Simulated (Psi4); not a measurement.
# SnH2SO (SMILES [OH][Sn][SH]): methods side by side

The species is SnH2SO (5 atoms), meant as a singlet with charge 0. As SMILES, `[OH][Sn][SH]`. The shape was relaxed beforehand at PBE0/def2-TZVP. This is one conformer, not always the lowest.

```xyz
5

O    -1.0598   -1.1046   -0.0735
Sn   -1.2324    0.8488   -0.3189
S     1.1142    1.4967   -0.0055
H    -0.1867   -1.4608    0.1080
H     1.5765    0.2536    0.2091
```

Quantity: the dipole moment, in D. The values are calculated.

```json
{"level": "PBE-D4/def2-TZVPP (density fitting, core potential)", "kind": "GGA", "program": "Psi4", "value (D)": "0.34", "CPU time": "30 s"}
{"level": "r2SCAN-D4/def2-TZVPP (density fitting, core potential)", "kind": "meta-GGA", "program": "Psi4", "value (D)": "0.32", "CPU time": "82 s"}
{"level": "B3LYP-D4/def2-TZVPP (density fitting, core potential)", "kind": "global hybrid", "program": "Psi4", "value (D)": "0.47", "CPU time": "31 s"}
{"level": "PBE0-D4/def2-TZVPP (density fitting, core potential)", "kind": "global hybrid", "program": "Psi4", "value (D)": "0.42", "CPU time": "30 s"}
{"level": "wB97M-V/def2-TZVPP (density fitting, core potential)", "kind": "range-separated hybrid", "program": "Psi4", "value (D)": "0.53", "CPU time": "80 s"}
```

The values span 0.32 to 0.53 D. Magnitudes only. CPU times are rough (shared hosts, several kinds of processor and program).

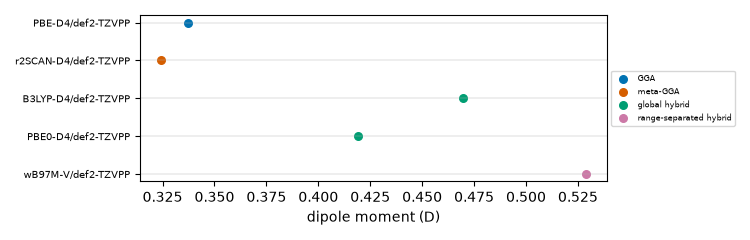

The values of the table, level by level.
